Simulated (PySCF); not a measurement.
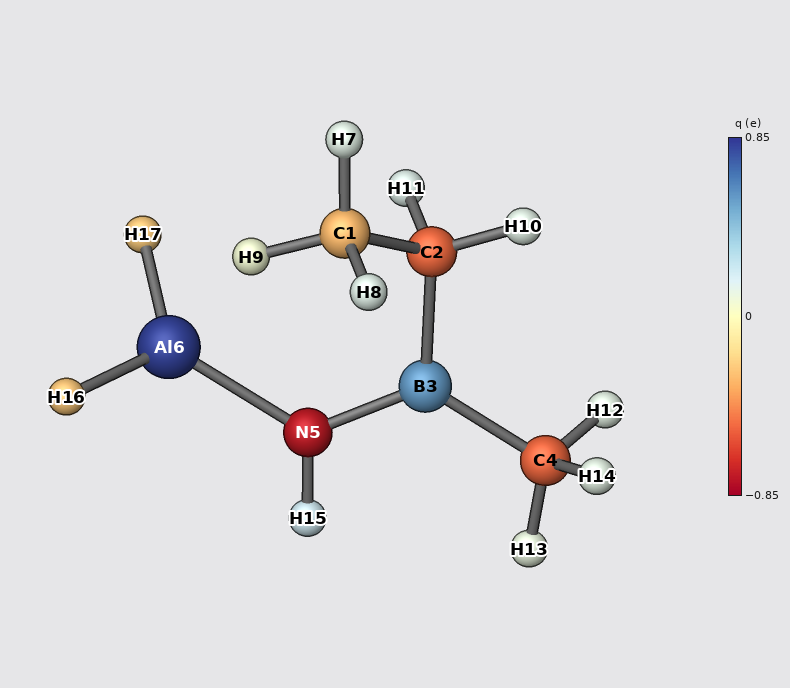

Atoms are coloured by their Mulliken charges. The computed structure is the end point of a GFN2-xTB optimisation. No frequency run is at hand to confirm it as a minimum. Properties computed with PBE0/pcSseg-1, gas phase (PySCF 2.14.0).

Give the Mulliken charges atom by atom.

```json
{"atom": "C1", "value (e)": "−0.29"}
{"atom": "C2", "value (e)": "−0.51"}
{"atom": "B3", "value (e)": "0.55"}
{"atom": "C4", "value (e)": "−0.51"}
{"atom": "N5", "value (e)": "−0.75"}
{"atom": "Al6", "value (e)": "0.80"}
{"atom": "H7", "value (e)": "0.13"}
{"atom": "H8", "value (e)": "0.14"}
{"atom": "H9", "value (e)": "0.07"}
{"atom": "H10", "value (e)": "0.13"}
{"atom": "H11", "value (e)": "0.15"}
{"atom": "H12", "value (e)": "0.13"}
{"atom": "H13", "value (e)": "0.11"}
{"atom": "H14", "value (e)": "0.12"}
{"atom": "H15", "value (e)": "0.21"}
{"atom": "H16", "value (e)": "−0.24"}
{"atom": "H17", "value (e)": "−0.23"}
```

Mulliken values depend strongly on the basis set and can even reverse the polarity of a bond. The geometry is semi-empirical. Around Al, B such bond lengths and angles can be off by a tenth of an ångström or more and by several degrees, and values that hang on the shape move with them.
